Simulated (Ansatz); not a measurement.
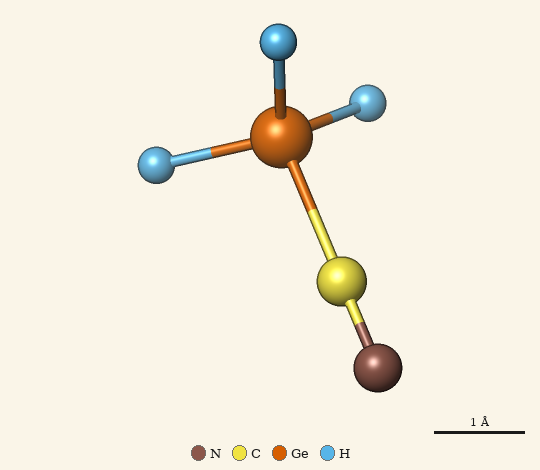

Rendered structure (ball-and-stick style).

**What is the molecular formula?**

CH₃GeN, 6 atoms: 1 carbon, 3 hydrogen, 1 germanium and 1 nitrogen.

**What is its SMILES?**

N#[C][GeH3]

**Name functional groups in it.**

Among them: nitrile.

**Which point group does it belong to?**

C3v.

The parts below concern this one geometry. Atoms keep their numbers from picture to picture. Computed geometry: PBE0-D4/def2-TZVP optimisation.

### Shape

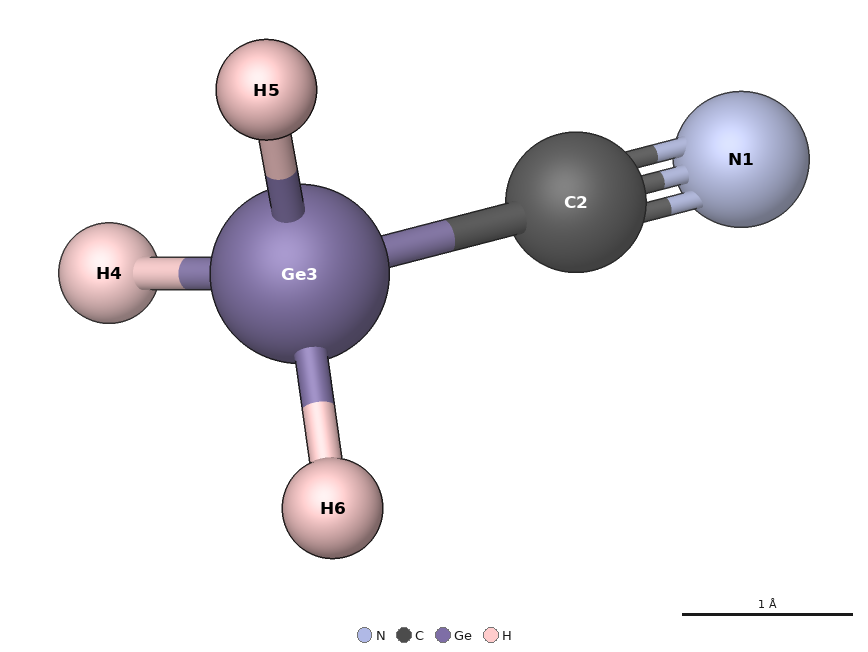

Atoms carry their numbers in the input.

**What is the geometry at C2?**

C2 has 2 neighbours (N1 at 1.15, Ge3 at 1.92 Å); the arrangement is linear.

**Describe the coordination of atom 3.**

Ge3 has 4 neighbours (C2 at 1.92, H4 at 1.53, H5 at 1.53, H6 at 1.53 Å); the arrangement is tetrahedral.

### Thermal motion

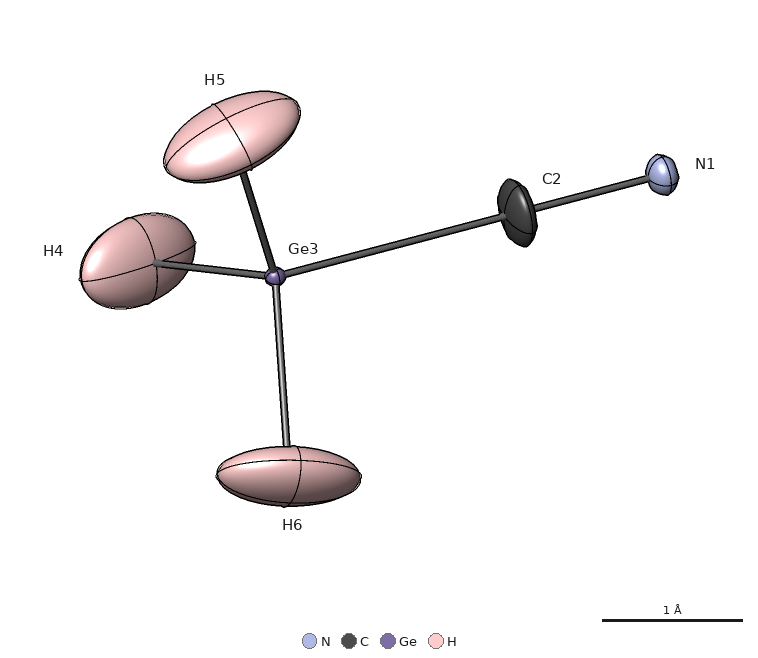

Displacement ellipsoids at the 50 % level, enlarged 1.5 times, from the internal vibrations of the free molecule (harmonic, no overall translation or rotation; no half-axis is drawn under 0.075 Å). Vibrations computed with RKS PBE0-D4/def2-TZVP (Ansatz 0.2.0). Temperature: 600 K.

**Which atom moves most?**

H4, H5, H6, with U_eq = 0.0264 Å².

**Does H4 move more along its bond or across it?**

Across it: the root-mean-square amplitude is 0.087 Å along the bond and up to 0.229 Å across, since bending and torsion are softer than stretching.

Give the displacement parameters, one line for each set of equivalent atoms.

```json
{"atom": "N1", "U_eq (Å²)": "0.0036", "rms amplitudes (Å)": "0.048, 0.065, 0.065"}
{"atom": "C2", "U_eq (Å²)": "0.0084", "rms amplitudes (Å)": "0.045, 0.107, 0.107"}
{"atom": "Ge3", "U_eq (Å²)": "0.00011", "rms amplitudes (Å)": "0.006, 0.006, 0.016"}
{"atom": "H4, H5, H6", "U_eq (Å²)": "0.0264", "rms amplitudes (Å)": "0.087, 0.139, 0.229"}
```

### Levels of theory compared

Program: Ansatz 0.2.0.

At this fixed geometry, give HOMO energy (eV), HOMO–LUMO gap (eV), dipole (D) at these levels: B3LYP-D4/def2-TZVPP; PBE-D4/def2-TZVPP; r2SCAN-D4/def2-TZVPP; ωB97M-V/def2-TZVPP.

```
               level  HOMO energy (eV)  HOMO–LUMO gap (eV)  dipole (D)
 B3LYP-D4/def2-TZVPP             −9.46                8.96        3.90
   PBE-D4/def2-TZVPP             −8.38                7.14        3.79
r2SCAN-D4/def2-TZVPP             −8.68                7.66        3.87
  ωB97M-V/def2-TZVPP            −11.99               13.81        3.92
```

### Charges

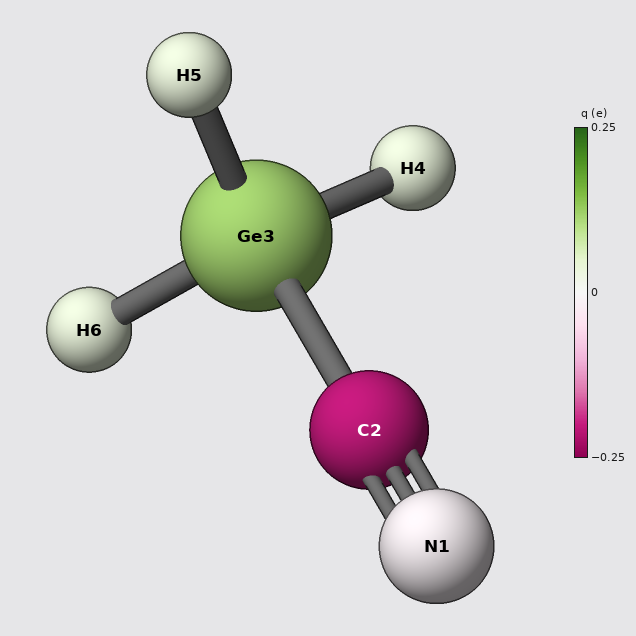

Atoms are coloured by their Mulliken charges. Properties computed with RKS B3LYP-D4/def2-TZVPP (Ansatz 0.2.0).

Give the Mulliken charges atom by atom.

| atom | value (e) |
| --- | --- |
| N1 | −0.01 |
| C2 | −0.20 |
| Ge3 | 0.11 |
| H4 | 0.03 |
| H5 | 0.03 |
| H6 | 0.03 |

Mulliken values depend strongly on the basis set and can even reverse the polarity of a bond.
